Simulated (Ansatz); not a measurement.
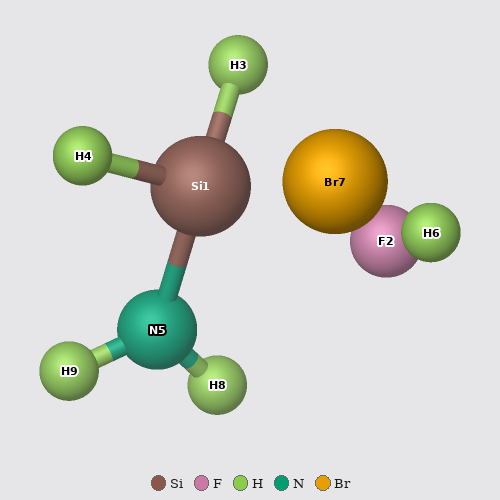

The system is the reacting system BrFH5NSi (fragments FH₄NSi + BrH where the first distance is long, BrH₄NSi + FH where the second is long); the picture shows the reference structure. 
- The first coordinate is: distance F2–H6 (bond that forms); the second: distance H6–Br7 (bond that breaks).
- Relaxed at each point: all other coordinates.
- Grid: 12 × 12 points.
- Points are written as (first, second).
- Energies: kJ/mol, counted from the lowest grid point.
- Energies and slopes of some neighbouring points disagree (a jump in structure or state, or too coarse a mesh). The reference is spin-restricted, so regions where a bond is pulled apart into radicals lie too high.
- Computed with RHF/def2-SVP (Ansatz).

Its coordinates:

```xyz
9

Si   -0.5872    0.2154   -0.1123
F     0.7618   -0.9731   -0.9989
H    -1.4951   -0.3502   -1.1094
H    -1.2082    1.4511    0.3967
N    -0.1042   -0.5510    1.3111
H     1.3871   -0.1185   -1.5558
Br    1.0752    1.8423   -1.4862
H     0.4406   -1.3880    1.3531
H    -0.2697   -0.1281    2.2018
```

Range: distance F2–H6 (bond that forms) from 0.819 to 2.619 Å; distance H6–Br7 (bond that breaks) from 1.359 to 2.859 Å.

Question: What will the energy surface look like?

Answer: The lowest grid point is at (2.220 Å, 1.434 Å). Other grid points that lie below all their neighbours: (0.909 Å, 2.691 Å) (44 kJ/mol higher). The highest grid point, (2.619 Å, 2.859 Å), lies 527 kJ/mol above the lowest.

| second ↓, first → | 0.819 | 0.909 | 1.033 | 1.174 | 1.327 | 1.491 | 1.663 | 1.842 | 2.028 | 2.220 | 2.417 | 2.619 |
| --- | --- | --- | --- | --- | --- | --- | --- | --- | --- | --- | --- | --- |
| 2.859 | 75 | 44 | 85 | 178 | 293 | 412 | 524 | 505 | 515 | 521 | 524 | 527 |
| 2.691 | 75 | 44 | 83 | 175 | 289 | 406 | 442 | 458 | 467 | 473 | 476 | 479 |
| 2.526 | 76 | 44 | 82 | 172 | 284 | 398 | 393 | 407 | 415 | 419 | 423 | 425 |
| 2.366 | 79 | 46 | 82 | 170 | 278 | 388 | 340 | 351 | 357 | 362 | 365 | 367 |
| 2.212 | 87 | 52 | 84 | 168 | 271 | 375 | 283 | 291 | 296 | 300 | 303 | 305 |
| 2.062 | 100 | 62 | 90 | 168 | 264 | 360 | 223 | 229 | 232 | 235 | 238 | 240 |
| 1.919 | 123 | 80 | 101 | 171 | 257 | 344 | 163 | 166 | 169 | 171 | 173 | 175 |
| 1.783 | 159 | 110 | 121 | 179 | 254 | 327 | 107 | 107 | 108 | 110 | 111 | 113 |
| 1.655 | 214 | 155 | 154 | 197 | 257 | 66 | 59 | 55 | 55 | 56 | 58 | 59 |
| 1.537 | 293 | 221 | 203 | 228 | 60 | 37 | 25 | 19 | 17 | 17 | 19 | 21 |
| 1.434 | 395 | 308 | 269 | 274 | 62 | 29 | 12 | 3 | 0 | 0 | 1 | 3 |
| 1.359 | 496 | 394 | 338 | 325 | 79 | 40 | 18 | 8 | 4 | 3 | 4 | 6 |

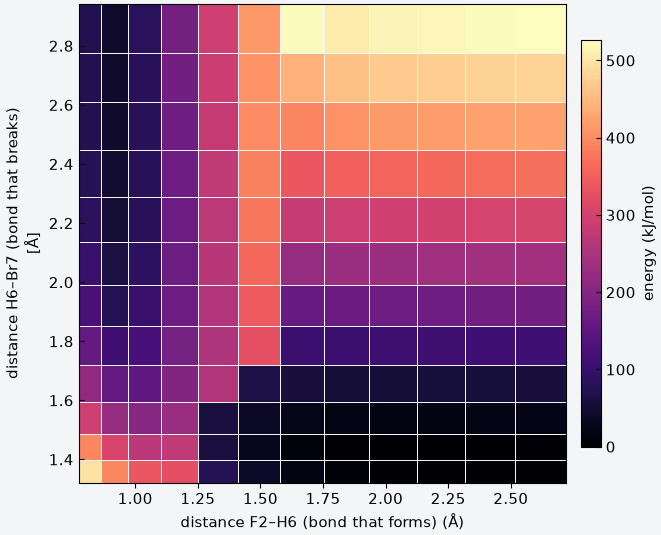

In the figure: one coloured cell a grid point.

The whole map (144 points run) took 26 min on 1 thread of AMD EPYC 9R14 (Zen 4) (shared host).
